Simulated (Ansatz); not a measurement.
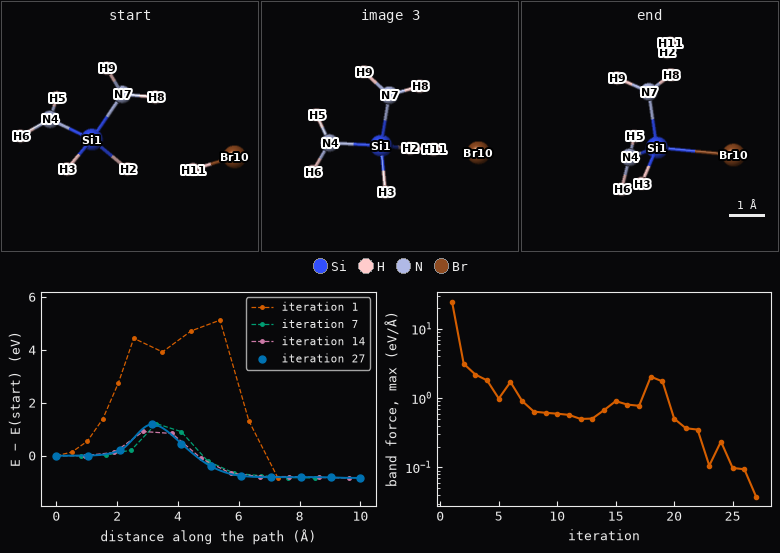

NEB run on SiN2H7Br. Images are numbered from 0 (start) to 10 (end). The plot follows the band through its iterations. Style: ball-and-stick. Shown at a tilt.

The calculation used RKS BHLYP-D4/def2-SVP in Ansatz 0.2.0. Run with 9 movable images; climbing image; force threshold 0.05 eV/Å; iteration limit 60; starting path through a guess of the saddle point.

Did the band converge, and can the barrier be trusted?

Answer. The result is final at these settings. The band converged in 27 iterations. The largest component of the band force went from 25 to 0.038 eV/Å. The climbing image converged on the top of the path. Its vibrational analysis gives one imaginary mode (487i cm⁻¹), as a transition state must have. The first iteration put the highest image at 5.12 eV. Forward barrier 1.18 eV, backward barrier 2.02 eV, with image 3 at the top; the reaction energy is −0.84 eV.

Cost: 7.8 min on 4 threads of Arm Neoverse V1, on a shared host, peak memory 0.3 GiB.
